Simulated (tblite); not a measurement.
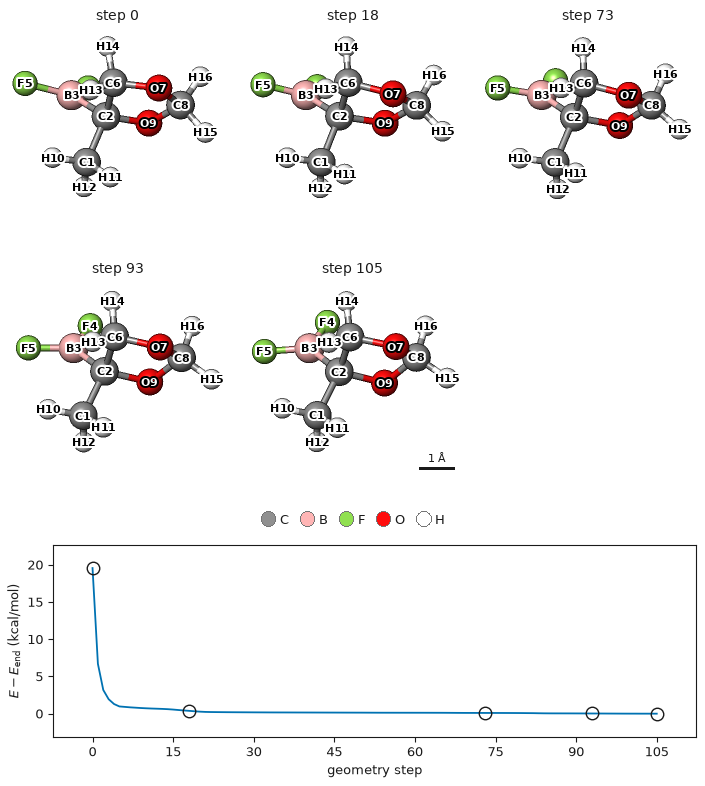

Frames of a relaxation of C₄H₇BF₂O₂, marked on the history of the run. Style: ball-and-stick. Shown at a tilt.

Method: GFN2-xTB geometry optimisation, gas phase (tblite 0.8.0). 

**What happens along the run?**

The energy falls by 19.6 kcal/mol in 105 geometry steps. The largest move after the best rigid fit is that of F4, 0.68 Å. By element the largest moves are F 0.68 Å, H 0.36 Å, O 0.23 Å, C 0.15 Å, B 0.09 Å. Near-neighbour distances that change, for instance: B3–F4 1.445 → 1.311 Å, B3–F5 1.441 → 1.315 Å, C2–O9 1.383 → 1.441 Å, C2–C6 1.522 → 1.562 Å. Bond angles that change, for instance: F4–B3–F5 120.6° → 114.4°, O7–C8–O9 112.0° → 107.2°, C1–C2–B3 109.1° → 113.3°. Groups turn about C2–B3 by about 35°, C8–O9 by about 20°, O7–C8 by about 20°. Cost: 1 s on 1 thread of Arm Neoverse N1, on a shared host. From step 0 to 18: F4 moves most (0.19 Å), energy −19.2 kcal/mol. From step 18 to 73: F4 moves most (0.22 Å), energy −0.28 kcal/mol. From step 73 to 93: F4 moves most (0.31 Å), energy −0.07 kcal/mol. From step 93 to 105: F5 moves most (0.17 Å), energy −0.02 kcal/mol.
